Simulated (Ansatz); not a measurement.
**CH5GaO2 (SMILES [CH3][Ga]([OH])[OH]) at B2PLYP/cc-pVDZ**

Aim: the vertical singlet–triplet gap of CH5GaO2 at B2PLYP/cc-pVDZ, from 2 runs. 

Program for the calculation: Ansatz 0.2.0.

80 further runs of the same task are left out: 3 that didn't finish, 77 set aside as unsound or not needed. Runs told in other sessions of the task aren't counted.

## (1) Starting point

CH5GaO2 has 9 atoms, charge 0, and is taken as a singlet. As SMILES, `[CH3][Ga]([OH])[OH]`. The shape is that of a PBE0-D4/def2-TZVP optimisation. This is one conformer, not always the lowest.

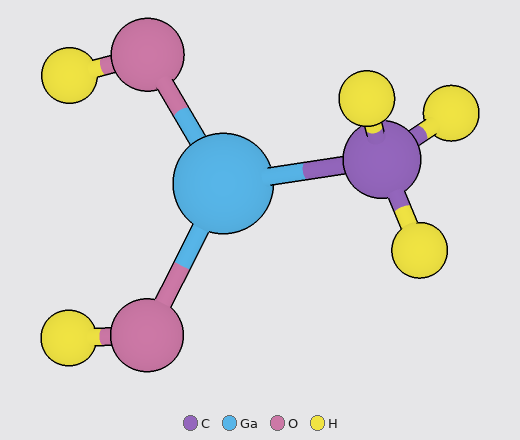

The structure, seen from a chosen angle (carbon purple, gallium blue, oxygen pink, hydrogen yellow).

## (2) A single-point energy at B2PLYP/cc-pVDZ

run.yaml reads:

```yaml
crystal:
  periodic: [false, false, false]
  atoms:
    - symbol: C
      position_ang: [0.139500, 0.740600, -1.385600]
    - symbol: Ga
      position_ang: [-0.022300, -0.180400, 0.314900]
    - symbol: O
      position_ang: [0.237900, -1.947500, 0.443200]
    - symbol: O
      position_ang: [-0.435700, 0.706800, 1.814800]
    - symbol: H
      position_ang: [0.259800, 0.024500, -2.197900]
    - symbol: H
      position_ang: [1.005300, 1.404900, -1.368100]
    - symbol: H
      position_ang: [-0.746600, 1.349900, -1.568800]
    - symbol: H
      position_ang: [0.141200, -2.314500, 1.323600]
    - symbol: H
      position_ang: [-0.490700, 0.169600, 2.607000]
basis:
  gaussian:
    orbitals: cc-pVDZ
correlation:
  frozen_orbitals: {C: 1, Ga: 9, H: 0, O: 1}
output: {orbitals: {seedname: orbitals}}
accuracy: high
hamiltonian:
  xc: {name: B2PLYP}
```

Run with:

```
$ ansatz run run.yaml --threads 1 --pin off --max-ram 3480MiB --events-out events.jsonl --progress --plain --runs-dir runs
```

What it wrote:

```text
Warning: RAYON_NUM_THREADS=1 ignored (pool sized by the plan → 1); use --threads N
Functional definition: B2PLYP
  name "B2PLYP"
  parameter a = 0.53
  parameter c = 0.27
  exchange = (1 - a)*b88_x + a*exact_x
  correlation = (1 - c)*lyp_c + c*(mp2_os + mp2_ss)
2140 factors; integrals over basis functions are off by at most 4.7e-9 eV
mean field evaluation 1: about -57561.4321 eV, gradient 6.7e1 eV
mean field evaluation 2: about -57561.7119 eV, gradient 6.7e1 eV
mean field evaluation 4: about -57570.0205 eV, gradient 6.3e0 eV
mean field evaluation 8: about -57570.1341 eV, gradient 1.5e-1 eV
mean field evaluation 16: about -57570.1344 eV, gradient 1.6e-5 eV
mean field -57570.13444204 eV, -2115.6634183063 hartree, gradient 3.3e-8 eV, S^2 0.000000; 0 other end points of the search recorded, 0 dependent functions left out
12 core orbitals not correlated: weight in the atoms' cores, before any rotation towards them, 1.000 or more for the frozen orbitals, at most 0.000 for the correlated occupied ones
reference -57570.13446840 eV, -2115.6634192750 hartree; 17, 17 occupied and 65, 65 virtual orbitals, 2140 factors
second order -20.56678215 eV of doubles, -0.00000000 eV of singles
Total energy: -57575.68749958 eV, -2115.8674894069 hartree
```

Wall time 16 s (1 thread of Arm Neoverse V2, shared host); peak memory 0.35 GiB.

## (3) The triplet at the same level

molecule.yaml reads:

```yaml
crystal:
  periodic: [false, false, false]
  atoms:
    - {symbol: C, position_ang: [0.139500, 0.740600, -1.385600]}
    - {symbol: Ga, position_ang: [-0.022300, -0.180400, 0.314900]}
    - {symbol: O, position_ang: [0.237900, -1.947500, 0.443200]}
    - {symbol: O, position_ang: [-0.435700, 0.706800, 1.814800]}
    - {symbol: H, position_ang: [0.259800, 0.024500, -2.197900]}
    - {symbol: H, position_ang: [1.005300, 1.404900, -1.368100]}
    - {symbol: H, position_ang: [-0.746600, 1.349900, -1.568800]}
    - {symbol: H, position_ang: [0.141200, -2.314500, 1.323600]}
    - {symbol: H, position_ang: [-0.490700, 0.169600, 2.607000]}
basis:
  gaussian:
    orbitals: cc-pVDZ
magnetization:
  spin_polarized: true
  initial_magnetization: 2
hamiltonian:
  xc: {name: B2PLYP}
correlation:
  frozen_orbitals: {C: 1, Ga: 9, H: 0, O: 1}
accuracy: high
output: {orbitals: {seedname: orbitals}}
```

Run with:

```
$ ansatz run molecule.yaml --threads 1 --pin off --max-ram 3480MiB --events-out events.jsonl --progress --plain --runs-dir runs
```

What it wrote, shortened:

```text
Warning: RAYON_NUM_THREADS=1 ignored (pool sized by the plan → 1); use --threads N
[... 2 set-up lines as earlier in the session ...]
[...]
2140 factors; integrals over basis functions are off by at most 4.7e-9 eV
[...]
mean field -57563.68154202 eV, -2115.4262786045 hartree, gradient 2.4e-8 eV, S^2 2.005717; 12 other end points of the search recorded, 0 dependent functions left out
12 core orbitals not correlated: weight in the atoms' cores, before any rotation towards them, 1.000 or more for the frozen orbitals, at most 0.000 for the correlated occupied ones
reference -57563.68156901 eV, -2115.4262795962 hartree; 18, 16 occupied and 64, 66 virtual orbitals, 2140 factors
second order -19.50644586 eV of doubles, -0.00000000 eV of singles
Total energy: -57568.94830939 eV, -2115.6198287353 hartree
```

Run time: 2.4 min. Hardware: 1 thread of Arm Neoverse V2, shared host; peak memory 0.74 GiB.

## (4) Summary of results

Level: B2PLYP/cc-pVDZ, 12 core orbitals frozen.

| quantity | value |
| --- | --- |
| singlet: total energy | -2115.86749 Eh |
| singlet: HOMO energy (SCF part's orbitals) | -9.82 eV |
| singlet: LUMO energy (SCF part's orbitals) | 1.26 eV |
| singlet: HOMO–LUMO gap (SCF part's orbitals) | 11.08 eV |
| triplet: total energy | -2115.61983 Eh |
| triplet: HOMO energy (SCF part's orbitals) (highest over α and β) | -3.09 eV |
| triplet: ⟨S²⟩ | 2.006 |
| vertical energy of the triplet above the singlet | 6.739 eV |

At this shape the triplet lies 6.74 eV (650 kJ/mol) above the singlet.
